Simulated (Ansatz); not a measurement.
Start from NaCl in the rock salt structure (space group Fm-3m, No. 225; a = 5.6015 Å). Axes: x, y, z lie along the cube axes.

Modification: uniaxial strain ε_zz = +1.00 %, all other strain components held at zero, atoms relaxed at fixed cell.

Calculations: PBEsol (Ansatz, a first-principles code; PAW; 420 eV plane waves; no SOC).

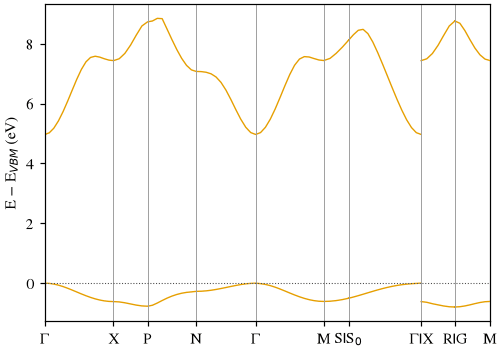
Highest valence and lowest conduction band along the path of the changed cell's own zone

From the figure, how large is the changed gap, and is it direct?

About 5.0 eV, direct at Γ.

Whether these cells are dynamically stable was not tested. Labels are those of the standard path for the cell's own space group.
